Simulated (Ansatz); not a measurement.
**Frequency calculation of CH$_{7}$BSSi**

- system: CH$_{7}$BSSi, SMILES C[SiH2]BS
- method: RKS BHLYP-D4/6-31G* (Ansatz 0.2.0)

It belongs to a series of runs on one base structure; here: vibrations at the highest image of the band. Figures and captions count atoms from 1; the log counts them from 0 in places.

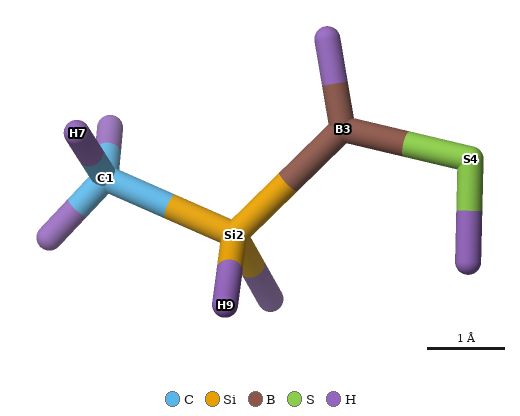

Fig. 1: The structure (stick view, seen at a tilt; atoms are numbered from 1 in the order of the input).

### Results in brief

- outcome: converged
- total energy: −20539.0322 eV
- mean-field energy: −20538.7451 eV
- largest force (length of the vector): 0.038 eV/Å
- hardware: 1 thread of Arm Neoverse N1, 16 GiB of memory available, shared host
- wall time: 5.1 min
- peak memory: 0.17 GiB

### Input
```yaml
crystal:
  periodic: [false, false, false]
  atoms:
    - { symbol: C, position_ang: [-0.812431, 1.673196, 0.071081] }
    - { symbol: Si, position_ang: [-0.458497, -0.157119, 0.321481] }
    - { symbol: B, position_ang: [1.238222, -0.778872, -0.574104] }
    - { symbol: S, position_ang: [1.851168, -2.441647, -0.484651] }
    - { symbol: H, position_ang: [-0.907946, 1.911709, -0.985579] }
    - { symbol: H, position_ang: [-1.734875, 1.968081, 0.565212] }
    - { symbol: H, position_ang: [-0.007507, 2.28195, 0.476452] }
    - { symbol: H, position_ang: [-1.589833, -0.965867, -0.196767] }
    - { symbol: H, position_ang: [-0.364988, -0.455829, 1.772184] }
    - { symbol: H, position_ang: [1.935412, -0.068895, -1.221448] }
    - { symbol: H, position_ang: [0.916675, -3.023806, 0.27654] }
basis:
  gaussian: { orbitals: "6-31G*" }
hamiltonian:
  xc: { name: BHLYP }
  dispersion: d4
phonons: {}
```

Run as:
```bash
ansatz run input.yaml --threads 1 --pin off --max-ram 2048MiB --backend cpu --events-out ev --progress --plain --runs-dir out
```

### The program's output
```
Engine: ansatz 0.2.0, aarch64-unknown-linux-gnu
Functional definition: BHLYP
  parameter a = 0.5
  exchange = (1 - a)*b88_x + a*exact_x
  correlation = lyp_c
918 factors; integrals over basis functions are off by at most 6.6e-4 eV
mean field evaluation 1: about -20536.1855 eV, gradient 3.2e1 eV
mean field evaluation 2: about -20537.1096 eV, gradient 2.5e1 eV
mean field evaluation 4: about -20538.7026 eV, gradient 5.9e-1 eV
mean field evaluation 8: about -20538.7449 eV, gradient 5.0e-2 eV
mean field evaluation 16: about -20538.7449 eV, gradient 2.5e-5 eV
mean field -20538.74493740 eV, -754.7849547883 hartree, gradient 2.5e-5 eV, S^2 0.000000; 0 other end points of the search recorded, 0 dependent functions left out
the calculation of the forces begins
reference -20538.74510741 eV, -754.7849610359 hartree; 24, 24 occupied and 58, 58 virtual orbitals, 918 factors
these checks for a lower state are left out or cut short: stability, starts, cluster_reference, orbital_swaps, neighbouring_geometries, increment
918 factors; integrals over basis functions are off by at most 6.6e-4 eV
mean field -20538.74474946 eV, -754.7849478815 hartree, gradient 1.5e-6 eV, S^2 0.000000; 0 other end points of the search recorded, 0 dependent functions left out
[... from here on the field's lines of each further geometry are left out, up to the last ...]
the calculation of the forces begins
reference -20538.74507871 eV, -754.7849599811 hartree; 24, 24 occupied and 58, 58 virtual orbitals, 918 factors
these checks for a lower state are left out or cut short: stability, starts, cluster_reference, orbital_swaps, neighbouring_geometries, increment
918 factors; integrals over basis functions are off by at most 6.6e-4 eV
mean field -20538.74490602 eV, -754.7849536349 hartree, gradient 1.3e-6 eV, S^2 0.000000; 0 other end points of the search recorded, 0 dependent functions left out
the calculation of the forces begins
reference -20538.74507602 eV, -754.7849598823 hartree; 24, 24 occupied and 58, 58 virtual orbitals, 918 factors
WARN: phonons: modes at or below zero, which the zero-point energy, F, S and C_V leave out: 1, the lowest at -58.39 cm⁻¹. A minimum has none, and a first-order saddle one
Total energy: -20539.03222877 eV, -754.7955125514 hartree
Atom 0 at    -0.812431     1.673196     0.071081 Å, force     0.000671    -0.005150     0.008712 eV/Å
Atom 1 at    -0.458497    -0.157119     0.321481 Å, force    -0.000300     0.012082     0.000980 eV/Å
Atom 2 at     1.238222    -0.778872    -0.574104 Å, force    -0.012805     0.035118    -0.005594 eV/Å
Atom 3 at     1.851168    -2.441647    -0.484651 Å, force     0.014844    -0.035467     0.000723 eV/Å
Atom 4 at    -0.907946     1.911709    -0.985579 Å, force    -0.001358    -0.002189    -0.002202 eV/Å
Atom 5 at    -1.734875     1.968081     0.565212 Å, force    -0.000454     0.000107    -0.001519 eV/Å
Atom 6 at    -0.007507     2.281950     0.476452 Å, force    -0.000792     0.003424    -0.001581 eV/Å
Atom 7 at    -1.589833    -0.965867    -0.196767 Å, force     0.002067    -0.000695    -0.003444 eV/Å
Atom 8 at    -0.364988    -0.455829     1.772184 Å, force     0.001056    -0.004925    -0.000082 eV/Å
Atom 9 at     1.935412    -0.068895    -1.221448 Å, force    -0.001155    -0.006347     0.002443 eV/Å
Atom 10 at     0.916675    -3.023806     0.276540 Å, force    -0.001776     0.004042     0.001564 eV/Å
Dipole moment:    -0.133459     0.108026     0.057640 e Å
Vibrations: -58.39 123.56 155.94 234.42 347.17 501.21 575.03 655.15 710.15 754.39 835.32 859.04 927.96 938.07 961.42 987.00 1155.99 1384.41 1545.36 1546.32 2279.65 2283.37 2730.76 2780.92 3142.55 3219.59 3222.52 cm⁻¹, zero-point energy 2.160877 eV
```

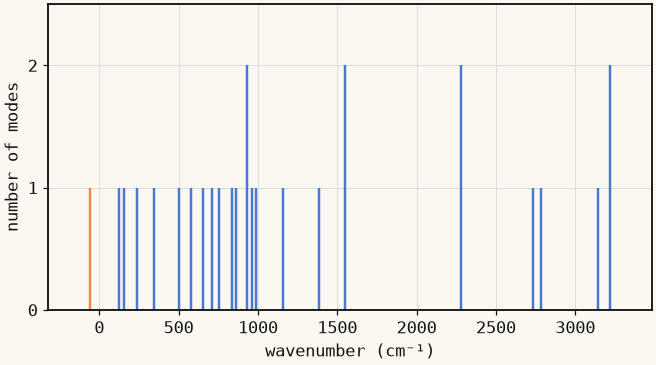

Fig. 2: Harmonic vibrational wavenumbers from the force constants; neighbouring modes closer than 15 cm⁻¹ are counted in one stick, and imaginary ones are drawn at negative wavenumbers. 27 modes from 58i to 3223 cm⁻¹, 1 imaginary beyond 8i (58i cm⁻¹): not a clean minimum; so soft a mode can be a shallow saddle, an incomplete relaxation or noise of the force constants.
